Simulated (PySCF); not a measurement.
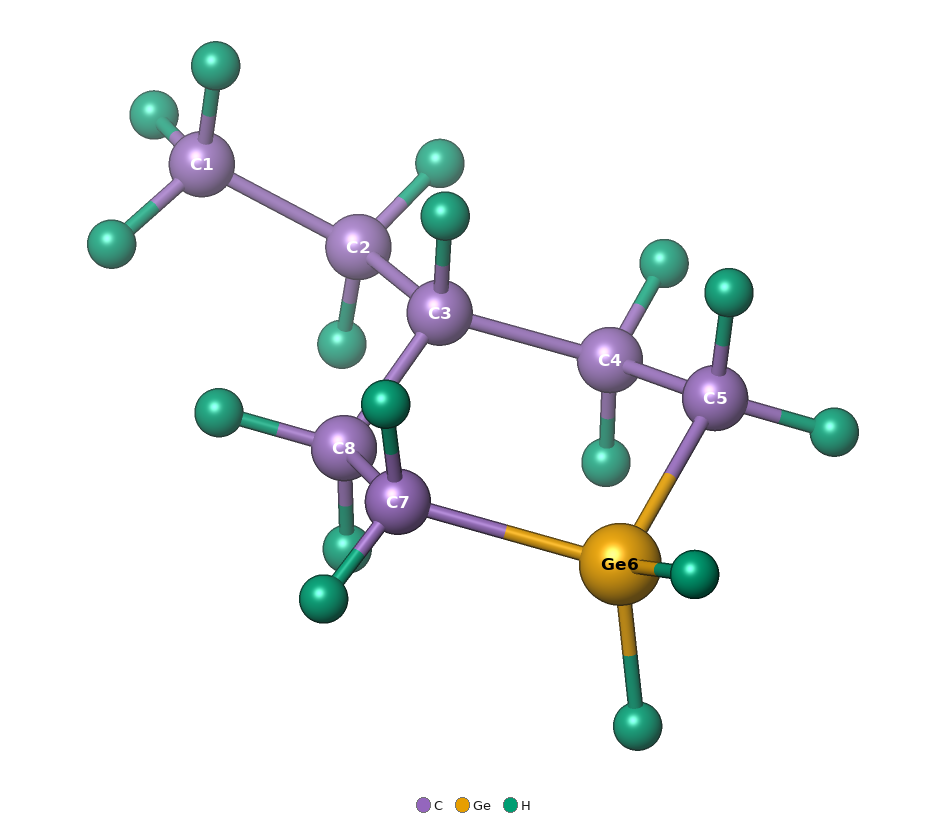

Atoms fade into the background with distance from the viewer. The geometry was computed by an optimisation with PBE0-D3(BJ)/def2-SVP. No frequency run is at hand to confirm it as a minimum.

> What is the conformation of the ring C3–C4–C5–Ge6–C7–C8?

It is a chair (Cremer–Pople θ = 5°, folded into 0 to 90°). The Cremer–Pople amplitude Q is 0.60 Å.

> Give the torsion angles round the ring, beginning with the bond from its second to its third atom.

56°, −42°, 43°, −57°, 67°, −66°.

> Are the substituents other than hydrogen axial or equatorial?

C2 on C3 is equatorial.
